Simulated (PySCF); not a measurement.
# AlH2Me (CH$_{5}$Al): electronic structure

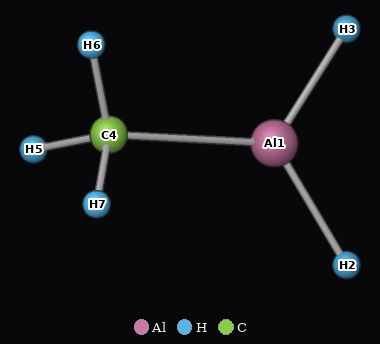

The molecule, with its atoms numbered as below. No frequency check shows the geometry to be a minimum.

Geometry (Å), atoms numbered from 1:

```
Al1     -0.7250   -0.0001    0.0015
H2      -1.5868   -1.2902   -0.0039
H3      -1.5864    1.2903   -0.0039
C4       1.2596    0.0002   -0.0004
H5       1.6934   -0.0799    1.0042
H6       1.6732    0.9181   -0.4382
H7       1.6735   -0.8387   -0.5754
```

## 1. Bonding charge

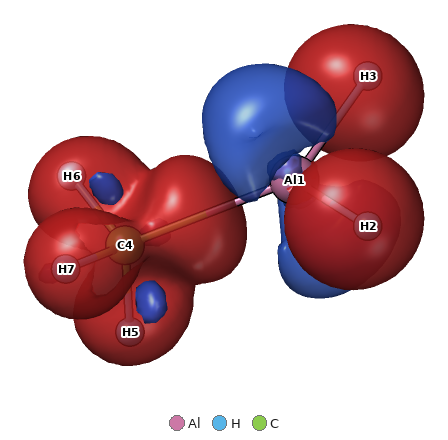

Deformation density (molecule less spherical, spin-averaged free atoms at the same positions), surfaces at ±0.06 e/Å³; red: gain, blue: loss.

Level of theory: B3LYP/def2-SVPD (PySCF), at a geometry from GFN2-xTB.

How much density has each bond gained at its critical point, relative to the free atoms?

Answer. C4–H6 and C4–H7: +0.60 e/Å³ at the bond critical point (bond length 1.10 Å). C4–H5: +0.59 e/Å³ at the bond critical point (bond length 1.10 Å). Al1–H2: +0.15 e/Å³ at the bond critical point (bond length 1.55 Å). Al1–H3: +0.15 e/Å³ at the bond critical point (bond length 1.55 Å). Al1–C4: +0.13 e/Å³ at the bond critical point (bond length 1.99 Å). In all, 1.6 electrons gather in the regions of gain relative to the promolecule. A small or negative value marks a very polar bond, one between electron-rich atoms, whose free-atom densities already overlap strongly, a long bond to a heavier atom, or a closed-shell contact such as a hydrogen bond.

Where do the Hirshfeld charges lie?

Answer. The highest Hirshfeld charge is on Al1 (+0.53 e), the lowest on C4 (−0.26 e).

## 2. Bond critical points

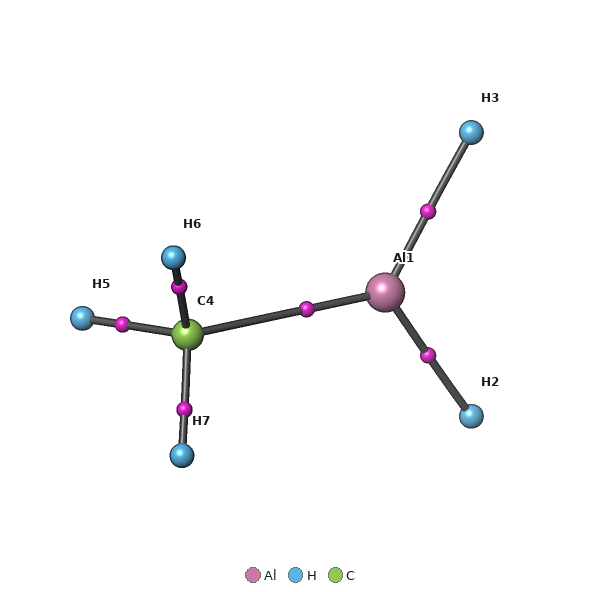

Molecular graph of the electron density (QTAIM): bond paths, bond critical points (magenta), ring points (cyan, if any); weak paths are dashed.

How many critical points of each kind are there, and does the count close?

Answer. 7 nuclei, 6 bond, 0 ring and 0 cage critical points: 7 − 6 + 0 − 0 = 1, as the Poincaré–Hopf relation requires.

Tabulate density, Laplacian, ellipticity and energy density at the bond critical points (atomic units).

Answer.
```json
{"bond": "C4–H6 (2 alike)", "length (Å)": "1.098", "ρ (a.u.)": "0.265", "∇²ρ (a.u.)": "−0.91", "ε": "0.04", "H (a.u.)": "−0.276"}
{"bond": "C4–H5", "length (Å)": "1.097", "ρ (a.u.)": "0.263", "∇²ρ (a.u.)": "−0.90", "ε": "0.04", "H (a.u.)": "−0.275"}
{"bond": "Al1–H2", "length (Å)": "1.551", "ρ (a.u.)": "0.084", "∇²ρ (a.u.)": "+0.29", "ε": "0.01", "H (a.u.)": "−0.028"}
{"bond": "Al1–H3", "length (Å)": "1.551", "ρ (a.u.)": "0.084", "∇²ρ (a.u.)": "+0.29", "ε": "0.01", "H (a.u.)": "−0.028"}
{"bond": "Al1–C4", "length (Å)": "1.985", "ρ (a.u.)": "0.080", "∇²ρ (a.u.)": "+0.30", "ε": "0.03", "H (a.u.)": "−0.022"}
```

What kind of interaction is Al1–H3?

Answer. Polar or intermediate (positive Laplacian, negative energy density H): ρ = 0.084, ∇²ρ = +0.29, H = −0.028 a.u.

## 3. Electrostatic potential

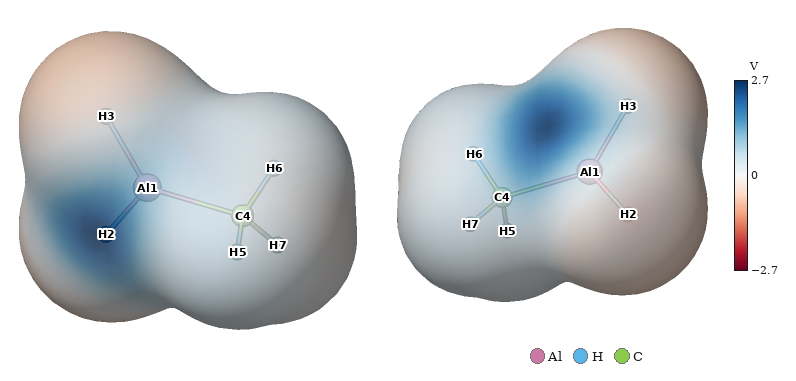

Electrostatic potential on the surface of electron density 0.001 a.u. (back view left, front view right).

Where are the extremes of the potential on the surface?

Answer. Highest: 2.66 V, over Al1, off the plane of its three bonds (1.8 Å). Lowest: −0.61 V, 1.5 Å from H2, and at like points elsewhere. Further minima include −0.20 V, near H7 (1.83 Å), H6 (1.93 Å), H5 (2.00 Å) and C4 (2.05 Å). The surface is sampled at points, so like sites can differ by a few per cent and only the strongest of them is named.

What volume does the surface enclose, and what is the dipole moment?

Answer. About 84 Å³; the dipole moment is 0.8 D.

## 4. Excited states

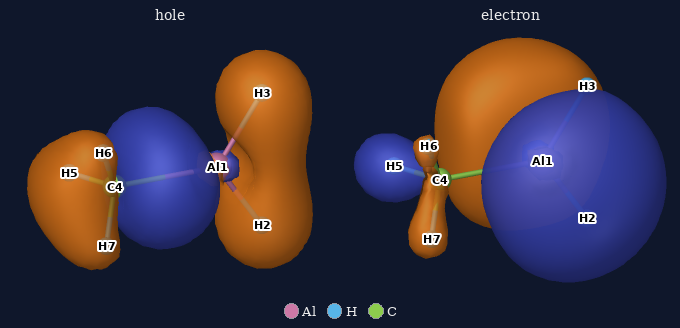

Leading natural transition orbital pair of T₂ (TDA triplet states); the surfaces enclose about 78 % of each orbital's density.

Level of theory: ωB97X/6-311+G** (PySCF), at a geometry from GFN2-xTB.

Give its energy and the atoms that hole and electron lie on.

Answer. 5.39 eV (230 nm), spin-forbidden from the singlet ground state; the leading pair carries 100 %; hole on C4 (42 %), Al1 (26 %) and H2 and H3 (9 % each), electron on Al1 (74 %), C4 (7 %) and H2 and H3 (6 % each); their centroids lie 0.9 Å apart. In canonical orbitals it is mainly HOMO → LUMO (89 %). The HOMO–LUMO gap is 11.08 eV.
